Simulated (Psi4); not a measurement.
# BHCl2 (SMILES [H]B(Cl)Cl): MP3/def2-TZVP

Aim: the vertical singlet–triplet gap of BHCl2 at MP3/def2-TZVP, from 2 runs. 

Program for the calculation: Psi4 1.11.

1 further run of the same task is left out (set aside as unsound or not needed).

### 1 The system as given

The species is BHCl2 (4 atoms), meant as a singlet with charge 0. As SMILES, `[H]B(Cl)Cl`. The shape is that of a GFN2-xTB optimisation.

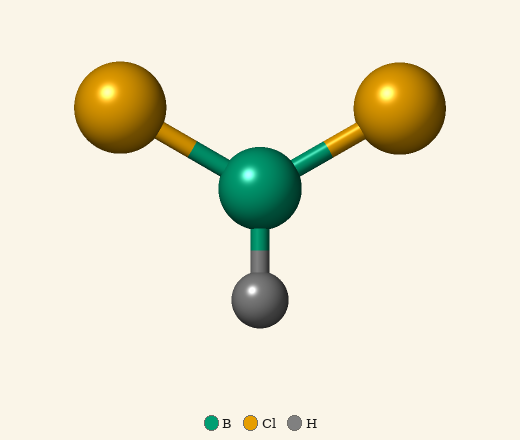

Viewed from a chosen angle; boron teal, chlorine amber, hydrogen grey.

### 2 A single-point energy at MP3/def2-TZVP

Contents of job.in:

```
memory 1600 MB

molecule {
  0 1
  B     -0.067270    -0.112350     0.001160
  Cl     1.633390    -0.145760     0.012580
  Cl    -0.893540     1.375320    -0.017490
  H     -0.672580    -1.117210     0.003750
  units angstrom
  symmetry c1
  no_reorient
  no_com
}

set globals {
  puream true
  e_convergence 1e-09
  d_convergence 1e-08
  scf_type pk
  num_frozen_docc 11
  mp_type conv
}

energy_value, wavefunction = energy("mp3/def2-TZVP", return_wfn=True)
```

Launch:

```console
psi4 -n 1 job.in job.out
```

job.out:

```text
[...]
  Running in c1 symmetry.
[...]
  Nuclear repulsion =  114.167853199314834
[...]
  Multiplicity = 1
[...]
  Nalpha       = 20
  Nbeta        = 20
[...]
    Number of basis functions: 111
[...]
   @RHF iter   1:  -944.35432737984183   -2.69483e-01   1.99511e-03 ADIIS/DIIS
[...]
   @RHF iter  11:  -944.37301184756825   -2.61480e-12   1.87560e-09 DIIS
[...]
    Orbital Energies [Eh]
    ---------------------
    Doubly Occupied:
       1A   -104.846484     2A   -104.846359     3A    -10.577641
       4A    -10.577499     5A     -8.044401     6A     -8.044258
       7A     -8.043301     8A     -8.043160     9A     -8.043024
      10A     -8.042884    11A     -7.705023    12A     -1.160347
      13A     -1.112691    14A     -0.710814    15A     -0.605481
      16A     -0.585097    17A     -0.529620    18A     -0.474174
      19A     -0.463201    20A     -0.462948
[...]
  @RHF Final Energy:  -944.37301184756825
   => Energetics <=
    Nuclear Repulsion Energy =            114.1678531993148340
    One-Electron Energy =               -1531.2449180584726491
    Two-Electron Energy =                 472.7040530115895649
    Total Energy =                       -944.3730118475682502
[...]
 Multipole Moments:
 ------------------------------------------------------------------------------------
     Multipole            Electronic (a.u.)      Nuclear  (a.u.)        Total (a.u.)
 ------------------------------------------------------------------------------------
 L = 1.  Multiply by 2.5417464519 to convert [e a0] to [Debye]
 Dipole X            :        -21.9861929           21.8613345           -0.1248584
 Dipole Y            :        -36.5381506           36.3272636           -0.2108871
 Dipole Z            :          0.1411919           -0.1396886            0.0015033
 Magnitude           :                                                    0.2450821
[...]
	SCS-MP2 Total Energy (a.u.)        :  -944.83423648811583
	SOS-MP2 Total Energy (a.u.)        :  -944.83067350730107
[...]
	SOS-PI-MP2 Total Energy (a.u.)     :  -944.86587825035735
[...]
	MP2 Total Energy (a.u.)            :  -944.84136244974547
[...]
	SCS-MP3 Total Energy (a.u.)        :  -944.84424404185347
[...]
	MP3 Total Energy (a.u.)            :  -944.88139266469625
[...]
```

It took 11 s on 1 thread of AMD EPYC 9R45 (Zen 5), shared host; peak memory 1.2 GiB.

### 3 The triplet, same level

Contents of bcl2h.py:

```python
import psi4

psi4.set_memory('1600 MB')
psi4.set_num_threads(1)
psi4.core.set_output_file('psi4.out', False)

mol = psi4.geometry("""
0 3
B     -0.12712188    -0.21231073     0.00219208
Cl     3.08665975    -0.27544648     0.02377275
Cl    -1.68854588     2.59897813    -0.03305131
H     -1.27099200    -2.11122092     0.00708647
units au
symmetry c1
""")

psi4.set_options({
    'basis': 'def2-TZVP',
    'reference': 'uhf',
    'puream': True,
    'e_convergence': 1e-09,
    'd_convergence': 1e-08,
    'scf_type': 'pk',
    'num_frozen_docc': 11,
    'maxiter': 200,
    'mp_type': 'conv',
})

e = psi4.energy("mp3", molecule=mol)
print(f'total energy {e:.8f} hartree = {e * 27.211386:.5f} eV')
```

Launch:

```console
python bcl2h.py
```

psi4.out:

```text
[...]
  Running in c1 symmetry.
[...]
  Nuclear repulsion =  114.167853384474924
[...]
  Multiplicity = 3
[...]
  Nalpha       = 21
  Nbeta        = 19
[...]
    Number of basis functions: 111
[...]
   @UHF iter   1:  -944.11561318769407   -3.07689e-02   1.93807e-03 ADIIS/DIIS
[...]
   @UHF iter  28:  -944.14481737902020   -1.94404e-11   3.40167e-09 DIIS
[...]
   @S^2 Observed:                2.028114313E+00
[...]
    Orbital Energies [Eh]
    ---------------------
    Alpha Occupied:
       1A   -104.862320     2A   -104.858958     3A    -10.590784
       4A    -10.587515     5A     -8.062838     6A     -8.059214
       7A     -8.056842     8A     -8.055145     9A     -8.053662
      10A     -8.051954    11A     -7.656499    12A     -1.171637
      13A     -1.125239    14A     -0.798152    15A     -0.639592
      16A     -0.594742    17A     -0.560446    18A     -0.510184
      19A     -0.496398    20A     -0.476863    21A     -0.253241
    Alpha Virtual:
      22A      0.128316    23A      0.167478    24A      0.175005
      25A      0.201931    26A      0.229923    27A      0.278809
[...]
  @UHF Final Energy:  -944.14481737902020
   => Energetics <=
    Nuclear Repulsion Energy =            114.1678533844749239
    One-Electron Energy =               -1530.9335867703530312
    Two-Electron Energy =                 472.6209160068578967
    Total Energy =                       -944.1448173790201963
  UHF NO Occupations:
  HONO-2 :   19  A 1.9947634
  HONO-1 :   20  A 1.0000000
[...]
 Multipole Moments:
 ------------------------------------------------------------------------------------
     Multipole            Electronic (a.u.)      Nuclear  (a.u.)        Total (a.u.)
 ------------------------------------------------------------------------------------
 L = 1.  Multiply by 2.5417464519 to convert [e a0] to [Debye]
 Dipole X            :          0.4808555           -0.6925400           -0.2116846
 Dipole Y            :          0.7478012           -1.1500130           -0.4022118
 Dipole Z            :         -0.0030539            0.0034074            0.0003536
 Magnitude           :                                                    0.4545160
[...]
	SCS-MP2 Total Energy (a.u.)        :  -944.60492379720654
	SOS-MP2 Total Energy (a.u.)        :  -944.59837287460880
[...]
	SOS-PI-MP2 Total Energy (a.u.)     :  -944.63326175888483
[...]
	MP2 Total Energy (a.u.)            :  -944.61802564240190
[...]
	SCS-MP3 Total Energy (a.u.)        :  -944.61469699755912
[...]
	MP3 Total Energy (a.u.)            :  -944.65711844381212
[...]
```

Standard output:

```text
total energy -944.65711844 hartree = -25705.42949 eV
```

Run time: 24 s. Hardware: 1 thread of AMD EPYC 9R45 (Zen 5), shared host; peak memory 1.3 GiB.

### 4 Results

At MP3/def2-TZVP, 11 core orbitals frozen:

| quantity | value |
| --- | --- |
| singlet: total energy | -944.88139 Eh |
| singlet: HOMO energy (Hartree–Fock orbitals) | -12.60 eV |
| singlet: LUMO energy (Hartree–Fock orbitals) | 2.11 eV |
| singlet: HOMO–LUMO gap (Hartree–Fock orbitals) | 14.71 eV |
| singlet: correlation energy (11 core orbitals frozen) | -508.4 mEh |
| triplet: total energy | -944.65712 Eh |
| triplet: HOMO energy (Hartree–Fock orbitals) (highest over α and β) | -6.89 eV |
| triplet: LUMO energy (Hartree–Fock orbitals) (lowest over α and β) | -3.86 eV |
| triplet: correlation energy (11 core orbitals frozen) | -512.3 mEh |
| triplet: ⟨S²⟩ of the reference determinant | 2.028 |
| vertical energy of the triplet above the singlet | 6.103 eV |

What this shows: At this shape the triplet lies 6.10 eV (141 kcal/mol) above the singlet.
